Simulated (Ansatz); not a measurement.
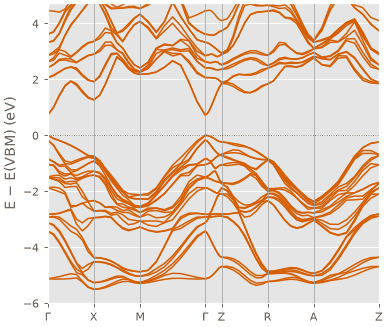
Figure: Band structure from PBE with spin–orbit coupling (plane waves, PAW; program Ansatz)

Read off the gap and where the band edges lie.

About 0.7 eV (0.72 eV by a search for the band edges); maximum at Γ, minimum at Γ.

The material is Zn$_{4}$Te$_{3}$S in space group P-4m2 (No. 115; Pearson symbol tP8).

The start of the workflow was typed in or built on a structure type; neither database checked (COD, Materials Project) lists it. Whether it is the stable phase at ambient conditions was not checked. Symmetry was held in the PBE relaxation; whether a distortion lowers the energy is not shown.

Potentials: the earlier of the program's two PAW sets.
